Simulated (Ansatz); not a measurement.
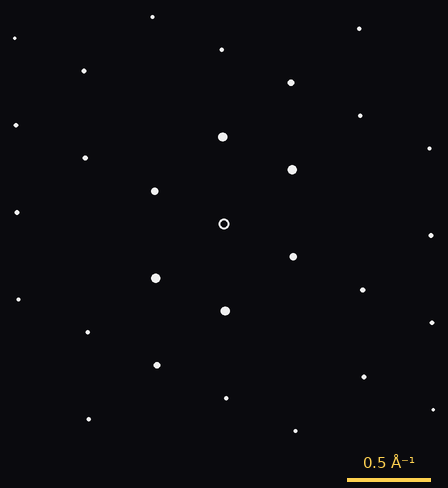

Computed electron diffraction pattern, 100 kV, single scattering only, B = 1 Å².

Phase: Co, space group P6_3/mmc (No. 194), a = 2.496 Å, c = 4.036 Å (hexagonal axes). Structure: the geometry relaxed at fixed volume with DFT PBE, spin-orbit coupling, plane waves, PAW (Ansatz).

### Which low-index zone axis gives this pattern?

The spots form a centred rectangular net whose two shortest vectors correspond to d = 2.16 Å and 1.91 Å, 63.8° apart. They index as 0 1 0 and 1 0 -1, so the zone axis is ±[101] (or an equivalent direction of <101>).

### Which reflections of this zone are missing, and why?

A glide plane extinguishes reflections such as 1 -2 -1, 1 1 -1; reflections such as 3 -3 -3 are allowed by the space group but vanish because the atoms sit on special positions. In a thicker crystal double diffraction can put intensity into those places emptied by glide planes or screw axes that lie on the net of the visible spots, but never into those emptied by centring.

### List the strongest reflections.

Strongest reflections with d > 0.80 Å, one of each family (|F|² from tabulated Gaussian fits of the electron scattering factors, times a small damping for the curvature of the Ewald sphere):

| hkl | d (Å) | I (strongest = 100) |
| --- | --- | --- |
| 1 0 -1 | 1.905 | 100 |
| 0 1 0 | 2.162 | 43 |
| 2 -1 -2 | 1.061 | 29 |
| 0 2 0 | 1.081 | 8 |
| 1 2 -1 | 0.801 | 7 |
| 2 0 -2 | 0.953 | 5 |
